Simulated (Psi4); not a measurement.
**C2H2Cl2F2 (1,1-dichloro-2,2-difluoroethane): M06-2X/def2-SVP**

Aim: the vertical singlet–triplet gap of C2H2Cl2F2 (1,1-dichloro-2,2-difluoroethane) at M06-2X/def2-SVP, from 2 runs. 

The calculation is run with Psi4 1.11.

## (1) The molecule

C2H2Cl2F2 has 8 atoms, charge 0, and is taken as a singlet. As SMILES, `FC(F)C(Cl)Cl`. The coordinates come from a PBE0-D4/def2-TZVP relaxation. This is one conformer, not always the lowest.

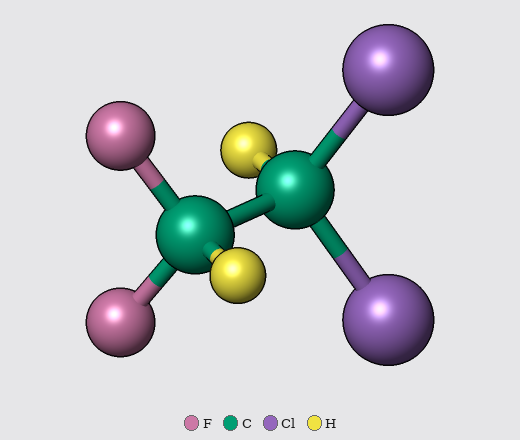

The structure, seen from a chosen angle (fluorine pink, carbon teal, chlorine purple, hydrogen yellow).

## (2) The energy at M06-2X/def2-SVP

input.inp

```
memory 2.2 GB

molecule {
  F
  C 1 1.348355
  F 2 1.348334 1 107.46106
  C 2 1.524247 3 109.09087 1 -118.14883
  Cl 4 1.760745 2 109.43277 3 -60.14409
  Cl 4 1.760681 2 109.44081 3 177.22102
  H 2 1.093825 3 109.45946 1 118.784
  H 4 1.088528 2 109.75199 7 179.9716
  symmetry c1
}

set basis def2-SVP
set puream true
set e_convergence 1e-09
set d_convergence 1e-08
set scf_type pk
set dft_radial_points 99
set dft_spherical_points 590

result, w = energy("m06-2x", return_wfn=True)
oeprop(w, "LOWDIN_CHARGES", "DIPOLE", "QUADRUPOLE")
```

Launch:

```sh
$ psi4 -i input.inp -o input.out -n 1
```

input.out:

```text
[...]
  Running in c1 symmetry.
[...]
  Nuclear repulsion =  380.494922075887530
[...]
  Multiplicity = 1
[...]
  Nalpha       = 33
  Nbeta        = 33
[...]
    Number of basis functions: 102
[...]
   @RKS iter   1: -1196.82488145120146   -7.63393e-02   3.18326e-03 ADIIS/DIIS
[...]
   @RKS iter  11: -1196.86491575410446   -4.77485e-12   4.26420e-09 DIIS
[...]
    Orbital Energies [Eh]
    ---------------------
    Doubly Occupied:
       1A   -102.658028     2A   -102.657984     3A    -25.274762
       4A    -25.274713     5A    -10.741160     6A    -10.687371
       7A     -9.829061     8A     -9.829031     9A     -7.556238
      10A     -7.556222    11A     -7.548907    12A     -7.548895
      13A     -7.548769    14A     -7.548762    15A     -1.402171
      16A     -1.335047    17A     -1.032086    18A     -0.936475
      19A     -0.842316    20A     -0.741363    21A     -0.672669
      22A     -0.656453    23A     -0.629755    24A     -0.561918
      25A     -0.550086    26A     -0.522129    27A     -0.514024
      28A     -0.505562    29A     -0.460314    30A     -0.405770
      31A     -0.405180    32A     -0.380648    33A     -0.380438
[...]
  @RKS Final Energy: -1196.86491575410446
   => Energetics <=
    Nuclear Repulsion Energy =            380.4949220758875299
    One-Electron Energy =               -2409.8778764262833647
    Two-Electron Energy =                 874.8554515206516271
    DFT Exchange-Correlation Energy =     -42.3374129243601445
    Empirical Dispersion Energy =           0.0000000000000000
    VV10 Nonlocal Energy =                  0.0000000000000000
    Total Energy =                      -1196.8649157541044588
[...]
 Multipole Moments:
 ------------------------------------------------------------------------------------
     Multipole            Electronic (a.u.)      Nuclear  (a.u.)        Total (a.u.)
 ------------------------------------------------------------------------------------
 L = 1.  Multiply by 2.5417464519 to convert [e a0] to [Debye]
 Dipole X            :         -0.2057299            0.2437290            0.0379991
 Dipole Y            :         -0.2105024            0.3267352            0.1162328
 Dipole Z            :         -0.1551918            0.2405938            0.0854020
 Magnitude           :                                                    0.1491559
 L = 2.  Multiply by 1.3450342976 to convert [e a0^2] to [Debye ang]
 Quadrupole XX       :       -141.5037402          108.8866709          -32.6170693
 Quadrupole XY       :       -129.8001988          128.4404476           -1.3597511
[...]
```

It took 53 s on 1 thread of Intel Xeon Platinum 8259CL at 2.50GHz (Skylake/Cascade Lake), shared host; peak memory 1.1 GiB.

## (3) The triplet at the same level

input.in

```
memory 2200 mb

molecule system {
  0 3
  F
  C 1 R2
  F 2 R3 1 A3
  C 2 R4 3 A4 1 D4
  Cl 4 R5 2 A5 3 D5
  Cl 4 R6 2 A6 3 D6
  H 2 R7 3 A7 1 D7
  H 4 R8 2 A8 7 D8

  R2 = 1.348355
  R3 = 1.348334
  A3 = 107.46106
  R4 = 1.524247
  A4 = 109.09087
  D4 = -118.14883
  R5 = 1.760745
  A5 = 109.43277
  D5 = -60.14409
  R6 = 1.760681
  A6 = 109.44081
  D6 = 177.22102
  R7 = 1.093825
  A7 = 109.45946
  D7 = 118.784
  R8 = 1.088528
  A8 = 109.75199
  D8 = 179.9716
  units angstrom
  symmetry c1
}

set {
  basis def2-SVP
  reference uks
  puream true
  e_convergence 1e-09
  d_convergence 1e-08
  scf_type pk
  dft_radial_points 99
  dft_spherical_points 590
  maxiter 100
}

e_tot, wfn = energy("m06-2x", return_wfn=True)
oeprop(wfn, "DIPOLE", "MAYER_INDICES", "LOWDIN_CHARGES", title="M06-2X")
print_variables()
```

Launch:

```sh
$ psi4 input.in input.out -n 1
```

input.out:

```text
[...]
  Running in c1 symmetry.
[...]
  Nuclear repulsion =  380.494922075887530
[...]
  Multiplicity = 3
[...]
  Nalpha       = 34
  Nbeta        = 32
[...]
    Number of basis functions: 102
[...]
   @UKS iter   1: -1196.50096650575961    2.47576e-01   3.72771e-03 DIIS/ADIIS
[...]
   @UKS iter  25: -1196.56512800329392   -2.27374e-13   7.69371e-09 DIIS
[...]
   @S^2 Observed:                2.004320825E+00
[...]
    Orbital Energies [Eh]
    ---------------------
    Alpha Occupied:
       1A   -102.669199     2A   -102.669138     3A    -25.262486
       4A    -25.262438     5A    -10.741632     6A    -10.623676
       7A     -9.838461     8A     -9.838407     9A     -7.565343
      10A     -7.565295    11A     -7.564437    12A     -7.564393
      13A     -7.556949    14A     -7.556905    15A     -1.392326
      16A     -1.325328    17A     -1.037009    18A     -0.953605
      19A     -0.841963    20A     -0.738769    21A     -0.667058
      22A     -0.652434    23A     -0.625123    24A     -0.560660
      25A     -0.550640    26A     -0.523100    27A     -0.512105
      28A     -0.501537    29A     -0.459078    30A     -0.433336
      31A     -0.418485    32A     -0.399417    33A     -0.391242
      34A     -0.085943
[...]
  @UKS Final Energy: -1196.56512800329392
   => Energetics <=
    Nuclear Repulsion Energy =            380.4949220758875299
    One-Electron Energy =               -2409.9076474383027744
    Two-Electron Energy =                 875.1942624703018510
    DFT Exchange-Correlation Energy =     -42.3466651111805135
    Empirical Dispersion Energy =           0.0000000000000000
    VV10 Nonlocal Energy =                  0.0000000000000000
    Total Energy =                      -1196.5651280032936938
[...]
 Multipole Moments:
 ------------------------------------------------------------------------------------
     Multipole            Electronic (a.u.)      Nuclear  (a.u.)        Total (a.u.)
 ------------------------------------------------------------------------------------
 L = 1.  Multiply by 2.5417464519 to convert [e a0] to [Debye]
 Dipole X            :         -0.1878052            0.2437290            0.0559238
 Dipole Y            :         -0.0492248            0.3267352            0.2775103
 Dipole Z            :         -0.0371948            0.2405938            0.2033990
 Magnitude           :                                                    0.3485837
[...]
```

Wall time 2.7 min (1 thread of Intel Xeon Platinum 8259CL at 2.50GHz (Skylake/Cascade Lake), shared host); peak memory 1.1 GiB.

## (4) Summary of results

Level: M06-2X/def2-SVP.

| quantity | value |
| --- | --- |
| singlet: total energy | -1196.86492 Eh |
| singlet: dipole moment | 0.38 D |
| singlet: HOMO energy | -10.35 eV |
| singlet: LUMO energy | 1.42 eV |
| singlet: HOMO–LUMO gap | 11.77 eV |
| triplet: total energy | -1196.56513 Eh |
| triplet: dipole moment | 0.89 D |
| triplet: HOMO energy (highest over α and β) | -2.34 eV |
| triplet: ⟨S²⟩ | 2.004 |
| vertical energy of the triplet above the singlet | 8.158 eV |

In words: At this shape the triplet lies 8.16 eV (787 kJ/mol) above the singlet.
